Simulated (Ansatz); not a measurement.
# TiHF3 + HF: a complex and its separated parts, part 2 of 2

Ansatz 0.2.0, Gaussian basis. Earlier steps stand in the parts before.

## (14) wB97X-V/def2-TZVPP

The inputs:

parta/in.yaml

```yaml
crystal:
  periodic: [false, false, false]
  atoms:
    - {symbol: Ti, position_ang: [-0.610084, -0.216271, 0.465058]}
    - {symbol: F, position_ang: [-1.378629, -0.084999, -1.090098]}
    - {symbol: F, position_ang: [-0.170467, 1.321775, 1.148837]}
    - {symbol: F, position_ang: [-1.470769, -1.243102, 1.574678]}
    - {symbol: H, position_ang: [0.838932, -0.998964, 0.174932]}
basis:
  gaussian: {orbitals: def2-TZVPP}
hamiltonian: {xc: {name: wB97X-V}}
```

partb/in.yaml

```yaml
crystal:
  periodic: [false, false, false]
  atoms:
    - {symbol: F, position_ang: [1.035991, 0.897505, -1.123074]}
    - {symbol: H, position_ang: [1.754926, 0.324056, -1.150234]}
basis:
  gaussian: {orbitals: def2-TZVPP}
hamiltonian: {xc: {name: wB97X-V}}
```

The same command starts each run, in its folder.

On the command line:

```
> ansatz run in.yaml --threads 8 --pin off --events-out ev --progress --plain --max-ram 19148MiB
```

Log of parta (excerpt; [...] marks lines left out):

```text
Functional definition: wB97X-V
  name "wB97X-V"
  cite "Mardirossian & Head-Gordon, Phys. Chem. Chem. Phys. 16, 9904 (2014) doi:10.1039/C3CP54374A"
  cite "Becke, J. Chem. Phys. 107, 8554 (1997) doi:10.1063/1.475007"
  cite "Vydrov & Van Voorhis, J. Chem. Phys. 133, 244103 (2010) doi:10.1063/1.3521275"
[...]
      + integral(e_c_pw_opposite_spin*poly(b97_u_opposite, cos0, cos1)) + vv10(b, c)
1007 factors; their error is unknown
182 factors; integrals over basis functions are off by at most 5.2e-5 eV
[...]
mean field -31285.17048876 eV, -1149.7088096117 hartree, gradient 4.5e-5 eV, S^2 0.000000; 0 other end points of the search recorded, 0 dependent functions left out
reference -31285.17048618 eV, -1149.7088095171 hartree; 25, 25 occupied and 146, 146 virtual orbitals, 1007 factors
Total energy: -31285.17048618 eV, -1149.7088095171 hartree
```

partb printed (excerpt; [...] marks lines left out):

```text
[... 5 set-up lines as earlier in the session ...]
[...]
      + integral(e_c_pw_opposite_spin*poly(b97_u_opposite, cos0, cos1)) + vv10(b, c)
215 factors; their error is unknown
48 factors; integrals over basis functions are off by at most 2.2e-5 eV
[...]
mean field -2733.49560653 eV, -100.4541107101 hartree, gradient 1.0e-5 eV, S^2 0.000000; 0 other end points of the search recorded, 0 dependent functions left out
reference -2733.49560594 eV, -100.4541106883 hartree; 5, 5 occupied and 40, 40 virtual orbitals, 215 factors
Total energy: -2733.49560594 eV, -100.4541106883 hartree
```

Times: 2.7 s (parta), 0.2 s (partb) on 8 threads of Arm Neoverse V1, shared host.

## (15) wB97M-V/def2-TZVPP

Each input of step 14 (parta, partb) changes in the same lines:

```diff
-hamiltonian: {xc: {name: wB97X-V}}
+hamiltonian: {xc: {name: wB97M-V}}
```

One command serves all of them, each in its own folder.

On the command line:

```
> ansatz run in.yaml --threads 8 --pin off --events-out ev --progress --plain --max-ram 19148MiB
```

Output in parta (excerpt; [...] marks lines left out):

```text
Functional definition: wB97M-V
  name "wB97M-V"
  cite "Mardirossian & Head-Gordon, J. Chem. Phys. 144, 214110 (2016) doi:10.1063/1.4952647"
[... 2 set-up lines as earlier in the session ...]
  # Of w^i u^j: cxij and so on, Table III.
[...]
  gx(w, u) = 1 - cx + cx01*u + cx10*w
[...]
      + integral(e_c_pw_mod_opposite_spin*gos(b97_w_opposite, b97_u_opposite)) + vv10(b, c)
991 factors; their error is unknown
182 factors; integrals over basis functions are off by at most 5.2e-5 eV
[...]
mean field -31287.69683888 eV, -1149.8016512662 hartree, gradient 4.4e-5 eV, S^2 0.000000; 0 other end points of the search recorded, 0 dependent functions left out
reference -31287.69690314 eV, -1149.8016536277 hartree; 25, 25 occupied and 146, 146 virtual orbitals, 991 factors
Total energy: -31287.69690314 eV, -1149.8016536277 hartree
```

Output in partb (excerpt; [...] marks lines left out):

```text
[... 5 set-up lines as earlier in the session ...]
  # Of w^i u^j: cxij and so on, Table III.
[...]
  gx(w, u) = 1 - cx + cx01*u + cx10*w
[...]
      + integral(e_c_pw_mod_opposite_spin*gos(b97_w_opposite, b97_u_opposite)) + vv10(b, c)
215 factors; their error is unknown
48 factors; integrals over basis functions are off by at most 2.2e-5 eV
[...]
mean field -2733.67553240 eV, -100.4607228637 hartree, gradient 1.2e-5 eV, S^2 0.000000; 0 other end points of the search recorded, 0 dependent functions left out
reference -2733.67554706 eV, -100.4607234027 hartree; 5, 5 occupied and 40, 40 virtual orbitals, 215 factors
Total energy: -2733.67554706 eV, -100.4607234027 hartree
```

Times: 3.1 s (parta), 0.25 s (partb) on 8 threads of Arm Neoverse V1, shared host.

## (16) B2PLYP/def2-TZVPP

Each input of step 15 (parta, partb) changes in the same lines:

```diff
-hamiltonian: {xc: {name: wB97M-V}}
+hamiltonian: {xc: {name: B2PLYP}}
```

One command serves all of them, each in its own folder.

On the command line:

```
> ansatz run in.yaml --threads 8 --pin off --events-out ev --progress --plain --max-ram 19148MiB
```

Output in parta (excerpt; [...] marks lines left out):

```text
Functional definition: B2PLYP
  name "B2PLYP"
  cite "Grimme, J. Chem. Phys. 124, 034108 (2006) doi:10.1063/1.2148954"
[... 2 set-up lines as earlier in the session ...]
[...]
1150 factors; integrals over basis functions are off by at most 8.8e-4 eV
[...]
mean field -31272.06300306 eV, -1149.2271183969 hartree, gradient 2.0e-6 eV, S^2 0.000000; 0 other end points of the search recorded, 0 dependent functions left out
8 core orbitals not correlated: weight in the atoms' cores, before any rotation towards them, 1.000 or more for the frozen orbitals, at most 0.000 for the correlated occupied ones
reference -31272.06315592 eV, -1149.2271240142 hartree; 17, 17 occupied and 146, 146 virtual orbitals, 1150 factors
second order -39.78020041 eV of doubles, -0.00000000 eV of singles
Total energy: -31282.80381003 eV, -1149.6218357725 hartree
```

partb printed (excerpt; [...] marks lines left out):

```text
[... 5 set-up lines as earlier in the session ...]
[...]
287 factors; integrals over basis functions are off by at most 1.0e-3 eV
[...]
mean field -2730.72524836 eV, -100.3523019251 hartree, gradient 1.4e-6 eV, S^2 0.000000; 0 other end points of the search recorded, 0 dependent functions left out
1 core orbitals not correlated: weight in the atoms' cores, before any rotation towards them, 1.000 or more for the frozen orbitals, at most 0.000 for the correlated occupied ones
reference -2730.72530506 eV, -100.3523040089 hartree; 4, 4 occupied and 40, 40 virtual orbitals, 287 factors
second order -8.59399891 eV of doubles, -0.00000000 eV of singles
Total energy: -2733.04568477 eV, -100.4375763902 hartree
```

Wall times: 1.8 s (parta), 0.15 s (partb) on 8 threads of Arm Neoverse V1, shared host.

## (17) PBE-QIDH/def2-TZVPP

The same edit goes into each in.yaml of step 16 (parta, partb):

```diff
-hamiltonian: {xc: {name: B2PLYP}}
+hamiltonian: {xc: {name: PBE-QIDH}}
```

The same command starts each run, in its folder.

On the command line:

```
> ansatz run in.yaml --threads 8 --pin off --events-out ev --progress --plain --max-ram 19148MiB
```

Output in parta (excerpt; [...] marks lines left out):

```text
Functional definition: PBE-QIDH
  name "PBE-QIDH"
  cite "Brémond, Sancho-García, Pérez-Jiménez & Adamo, J. Chem. Phys. 141, 031101 (2014) doi:10.1063/1.4890314"
[... 1 set-up line as earlier in the session ...]
[...]
1150 factors; integrals over basis functions are off by at most 8.8e-4 eV
[...]
mean field -31261.67064308 eV, -1148.8452062118 hartree, gradient 3.1e-6 eV, S^2 0.000000; 0 other end points of the search recorded, 0 dependent functions left out
8 core orbitals not correlated: weight in the atoms' cores, before any rotation towards them, 1.000 or more for the frozen orbitals, at most 0.000 for the correlated occupied ones
reference -31261.67065753 eV, -1148.8452067428 hartree; 17, 17 occupied and 146, 146 virtual orbitals, 1150 factors
second order -36.56364193 eV of doubles, -0.00000000 eV of singles
Total energy: -31273.85853817 eV, -1149.2931030952 hartree
```

Output in partb (excerpt; [...] marks lines left out):

```text
[... 4 set-up lines as earlier in the session ...]
[...]
287 factors; integrals over basis functions are off by at most 1.0e-3 eV
[...]
mean field -2728.92251786 eV, -100.2860528013 hartree, gradient 3.8e-6 eV, S^2 0.000000; 0 other end points of the search recorded, 0 dependent functions left out
1 core orbitals not correlated: weight in the atoms' cores, before any rotation towards them, 1.000 or more for the frozen orbitals, at most 0.000 for the correlated occupied ones
reference -2728.92252121 eV, -100.2860529245 hartree; 4, 4 occupied and 40, 40 virtual orbitals, 287 factors
second order -8.07150601 eV of doubles, -0.00000000 eV of singles
Total energy: -2731.61302322 eV, -100.3849270494 hartree
```

Wall times: 1.8 s (parta), 0.15 s (partb) on 8 threads of Arm Neoverse V1, shared host.

## (18) RPA on PBE/def2-TZVPP

Each input of step 17 (parta, partb) changes in the same lines:

```diff
-hamiltonian: {xc: {name: PBE-QIDH}}
+hamiltonian: {xc: pbe}
+correlation: {method: rpa}
```

One command serves all of them, each in its own folder.

On the command line:

```
> ansatz run in.yaml --threads 8 --pin off --events-out ev --progress --plain --max-ram 19148MiB
```

Output in parta (excerpt; [...] marks lines left out):

```text
[... 4 set-up lines as earlier in the session ...]
[...]
1150 factors; integrals over basis functions are off by at most 8.8e-4 eV
[...]
mean field -31278.23109722 eV, -1149.4537916764 hartree, gradient 3.1e-6 eV, S^2 0.000000; 0 other end points of the search recorded, 0 dependent functions left out
8 core orbitals not correlated: weight in the atoms' cores, before any rotation towards them, 1.000 or more for the frozen orbitals, at most 0.000 for the correlated occupied ones
reference -31225.49196184 eV, -1147.5156641991 hartree; 17, 17 occupied and 146, 146 virtual orbitals, 1150 factors
Total energy: -31274.56562379 eV, -1149.3190880125 hartree
```

partb printed (excerpt; [...] marks lines left out):

```text
[... 4 set-up lines as earlier in the session ...]
[...]
287 factors; integrals over basis functions are off by at most 1.0e-3 eV
[...]
mean field -2731.84356600 eV, -100.3933993404 hartree, gradient 9.3e-7 eV, S^2 0.000000; 0 other end points of the search recorded, 0 dependent functions left out
1 core orbitals not correlated: weight in the atoms' cores, before any rotation towards them, 1.000 or more for the frozen orbitals, at most 0.000 for the correlated occupied ones
reference -2722.68127092 eV, -100.0566912067 hartree; 4, 4 occupied and 40, 40 virtual orbitals, 287 factors
Total energy: -2733.63265516 eV, -100.4591471544 hartree
```

They took 1.6 s (parta), 0.15 s (partb) on 8 threads of Arm Neoverse V1, shared host.

## (19) CCSD(T)/def2-TZVPP

The same edit goes into each in.yaml of step 18 (parta, partb):

```diff
-hamiltonian: {xc: pbe}
-correlation: {method: rpa}
+correlation: {method: ccsd_t}
```

One command serves all of them, each in its own folder.

On the command line:

```
> ansatz run in.yaml --threads 8 --pin off --events-out ev --progress --plain --max-ram 19148MiB
```

Output in parta (excerpt; [...] marks lines left out):

```text
Functional definition: HF
  name "HF"
  cite "Fock, Z. Phys. 61, 126 (1930) doi:10.1007/BF01340294"
[... 1 set-up line as earlier in the session ...]
[...]
1150 factors; integrals over basis functions are off by at most 8.8e-4 eV
[...]
mean field -31228.62640262 eV, -1147.6308527730 hartree, gradient 2.4e-6 eV, S^2 0.000000; 0 other end points of the search recorded, 0 dependent functions left out
8 core orbitals not correlated: weight in the atoms' cores, before any rotation towards them, 1.000 or more for the frozen orbitals, at most 0.000 for the correlated occupied ones
reference -31228.62640262 eV, -1147.6308527730 hartree; 17, 17 occupied and 146, 146 virtual orbitals, 1150 factors
second order -32.16981884 eV of doubles, -0.00000000 eV of singles
cycle   1  -30.87329663 eV  change     1.3e0 eV  update   2.3e-1
[...]
cycle  12  -32.19748551 eV  change    1.9e-5 eV  update   8.6e-6
perturbative correction -1.35519642 eV, -0.0498025499 hartree
Total energy: -31262.17908455 eV, -1148.8638910912 hartree
```

partb printed (excerpt; [...] marks lines left out):

```text
[... 4 set-up lines as earlier in the session ...]
[...]
287 factors; integrals over basis functions are off by at most 1.0e-3 eV
[...]
mean field -2722.91273026 eV, -100.0651971806 hartree, gradient 4.5e-6 eV, S^2 0.000000; 0 other end points of the search recorded, 0 dependent functions left out
1 core orbitals not correlated: weight in the atoms' cores, before any rotation towards them, 1.000 or more for the frozen orbitals, at most 0.000 for the correlated occupied ones
reference -2722.91273026 eV, -100.0651971806 hartree; 4, 4 occupied and 40, 40 virtual orbitals, 287 factors
second order -7.36483634 eV of doubles, -0.00000000 eV of singles
cycle   1  -7.29620184 eV  change    6.9e-2 eV  update   3.9e-2
[...]
cycle   8  -7.43087966 eV  change    4.6e-7 eV  update   3.3e-6
perturbative correction -0.17033590 eV, -0.0062597289 hartree
Total energy: -2730.51394582 eV, -100.3445367001 hartree
```

They took 9.5 s (parta), 0.15 s (partb) on 8 threads of Arm Neoverse V1, shared host; peak memory 1.2 GiB.

## (20) Vibrations of TiHF3

Input file vib-parta/in.yaml:

```yaml
crystal:
  periodic: [false, false, false]
  atoms:
    - {symbol: Ti, position_ang: [-0.610084, -0.216271, 0.465058]}
    - {symbol: F, position_ang: [-1.378629, -0.084999, -1.090098]}
    - {symbol: F, position_ang: [-0.170467, 1.321775, 1.148837]}
    - {symbol: F, position_ang: [-1.470769, -1.243102, 1.574678]}
    - {symbol: H, position_ang: [0.838932, -0.998964, 0.174932]}
basis:
  gaussian: {orbitals: def2-TZVP}
hamiltonian: {xc: pbe0, dispersion: d4}
phonons: {temperatures: {t_min: 298.15, t_max: 900, t_step: 200}}
```

On the command line:

```
> ansatz run in.yaml --threads 8 --pin off --events-out ev --progress --plain --max-ram 19148MiB
```

The log of the run (excerpt; [...] marks lines left out):

```text
[... 5 set-up lines as earlier in the session ...]
[...]
978 factors; their error is unknown
[...]
mean field -31277.93452857 eV, -1149.4428929795 hartree, gradient 3.9e-5 eV, S^2 0.000000; 0 other end points of the search recorded, 0 dependent functions left out
[...]
Atom 2 at    -0.170467     1.321775     1.148837 Å, force    -0.000793    -0.000662    -0.000494 eV/Å
Atom 3 at    -1.470769    -1.243102     1.574678 Å, force     0.000273     0.000982    -0.000764 eV/Å
Atom 4 at     0.838932    -0.998964     0.174932 Å, force    -0.001630     0.000812     0.000370 eV/Å
Dipole moment:     0.040704    -0.021948    -0.008174 e Å
Vibrations: 197.27 197.27 198.97 550.61 550.62 735.70 827.64 827.69 1840.40 cm⁻¹, zero-point energy 0.367375 eV
```

It took 11 s on 8 threads of Arm Neoverse V1, shared host.

Wavenumbers and character of the modes:

```tsv
mode	wavenumber (cm⁻¹)	character
1	197	bend
2	197	bend
3	199	bend
4	551	bend
5	551	bend
6	736	Ti–F stretch
7	828	Ti–F stretch
8	828	Ti–F stretch
9	1840	Ti–H stretch
```

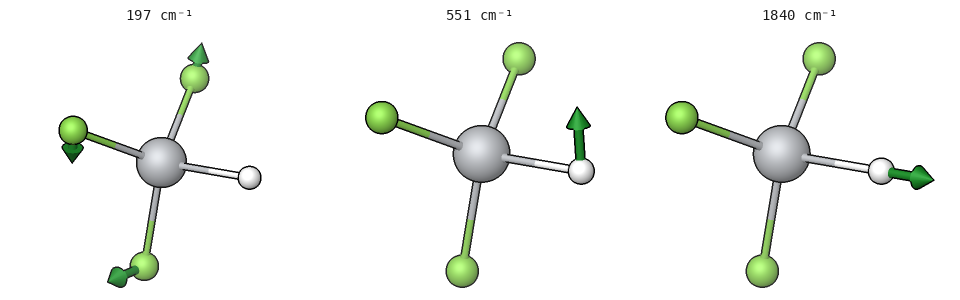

How the atoms move in 3 of the modes.

Vibrational sums (real modes only):

```tsv
T (K)	entropy (J/mol/K)	heat capacity (J/mol/K)
298	34.3	41.0
498	59.1	55.3
698	79.0	62.4
898	95.3	66.4
```

## (21) Vibrations of HF

Input file vib-partb/in.yaml:

```yaml
crystal:
  periodic: [false, false, false]
  atoms:
    - {symbol: F, position_ang: [1.035991, 0.897505, -1.123074]}
    - {symbol: H, position_ang: [1.754926, 0.324056, -1.150234]}
basis:
  gaussian: {orbitals: def2-TZVP}
hamiltonian: {xc: pbe0, dispersion: d4}
phonons: {temperatures: {t_min: 298.15, t_max: 900, t_step: 200}}
```

On the command line:

```
> ansatz run in.yaml --threads 8 --pin off --events-out ev --progress --plain --max-ram 19148MiB
```

The log of the run (excerpt; [...] marks lines left out):

```text
[... 5 set-up lines as earlier in the session ...]
[...]
200 factors; their error is unknown
[...]
mean field -2731.80169995 eV, -100.3918607916 hartree, gradient 6.9e-6 eV, S^2 0.000000; 0 other end points of the search recorded, 0 dependent functions left out
[...]
reference -2731.80151424 eV, -100.3918539668 hartree; 5, 5 occupied and 32, 32 virtual orbitals, 200 factors
Total energy: -2731.80322168 eV, -100.3919167139 hartree
Atom 0 at     1.035991     0.897505    -1.123074 Å, force    -0.001263     0.001007     0.000048 eV/Å
Atom 1 at     1.754926     0.324056    -1.150234 Å, force     0.001263    -0.001007    -0.000048 eV/Å
Dipole moment:     0.313209    -0.249827    -0.011832 e Å
Vibrations: 4153.27 cm⁻¹, zero-point energy 0.257470 eV
```

Run time: 0.65 s. Hardware: 8 threads of Arm Neoverse V1, shared host.

The modes, with what each moves most:

```tsv
mode	wavenumber (cm⁻¹)	character
1	4153	F–H stretch
```

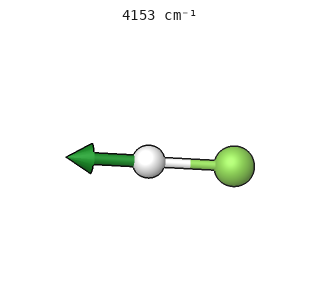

Displacements of 1 modes, as arrows.

Vibrational sums (real modes only):

```tsv
T (K)	entropy (J/mol/K)	heat capacity (J/mol/K)
298	0.0	0.0
498	0.0	0.0
698	0.0	0.1
898	0.1	0.5
```

## (22) Complex less separated parts

The complex's own energies come from single points at the same levels.

Rows are in def2-TZVPP; times add the 3 runs of a level on a shared host, so small differences are noise.

```tsv
method	rung	complex less parts (eV)	from CCSD(T) (eV)	time
SPW92	LDA	-0.480	-0.254	1.4 s
PBE-D4	GGA	-0.269	-0.043	1.8 s
BLYP-D4	GGA	-0.232	-0.006	2.1 s
r2SCAN-D4	meta-GGA	-0.321	-0.095	4.7 s
B97M-V	meta-GGA	-0.322	-0.096	6.9 s
PBE0-D4	hybrid	-0.238	-0.012	2.5 s
B3LYP-D4	hybrid	-0.227	-0.001	2.6 s
r2SCAN0-D4	hybrid	-0.286	-0.060	5 s
BHLYP-D4	hybrid	-0.234	-0.008	2.4 s
CAM-B3LYP-D4	range-separated hybrid	-0.267	-0.041	3 s
wB97X-V	range-separated hybrid	-0.253	-0.027	6.9 s
wB97M-V	range-separated hybrid	-0.269	-0.043	8.1 s
B2PLYP	double hybrid	-0.207	+0.019	4.9 s
PBE-QIDH	double hybrid	-0.222	+0.004	4.9 s
RPA on PBE	RPA	-0.202	+0.024	4.6 s
Hartree-Fock	wavefunction	-0.069	+0.157	
MP2	wavefunction	-0.218	+0.008	
CCSD	wavefunction	-0.190	+0.036	
CCSD(T)	wavefunction	-0.226	0	2 min
```

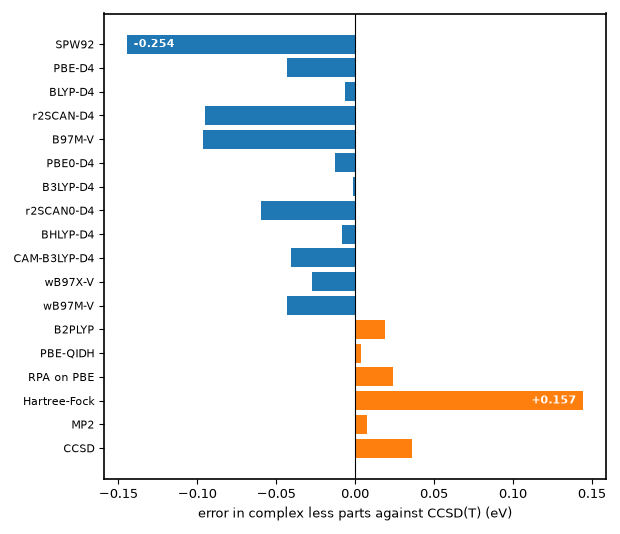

How far each level lands from CCSD(T). Bars with a number in them are cut short.

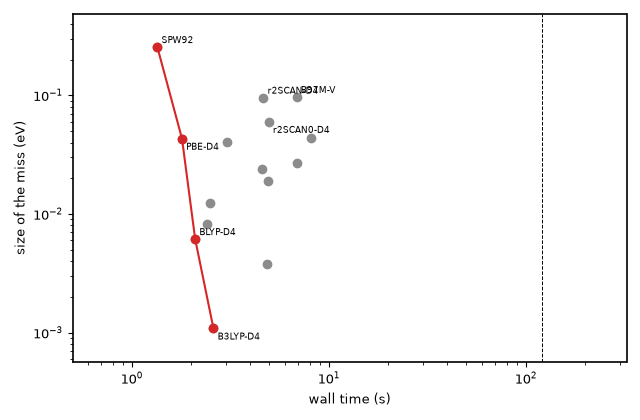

Miss against cost. Red marks the levels that no quicker level drawn beats (of those quicker than the yardstick), and the dashed line is the time of CCSD(T). Only those levels and the largest misses are named. Times are from a shared host.

B3LYP-D4 reaches 0.001 eV from the reference in 2.6 s, where CCSD(T) took 2 min; the quickest level in the cost chart, SPW92, takes 1.4 s and misses by 0.254 eV.

The complex's zero-point energy, from a separate PBE0-D4 run, is 0.684 eV.

## (23) Results

This closing draws on all 2 parts.

```
                              quantity      value
complex less parts, CCSD(T)/def2-TZVPP  -0.226 eV
                with zero-point energy  -0.166 eV
                 largest T1 diagnostic      0.024
```

In words: At CCSD(T) the complex lies 0.226 eV below its parts. The functionals run from B3LYP-D4, off by -0.001 eV, to SPW92, off by -0.254 eV, against CCSD(T). Mean unsigned error by rung: LDA 0.254, GGA 0.025, meta-GGA 0.096, hybrid 0.020, range-separated hybrid 0.037, double hybrid 0.011 eV. PBE-D4 gives a relative energy 0.043 eV too low, inside chemical accuracy (1 kcal/mol, 0.043 eV). No counterpoise was applied, and triple zeta lacks some correlation, so the CCSD(T) reference has a basis error of its own, and close matches with it are partly luck.
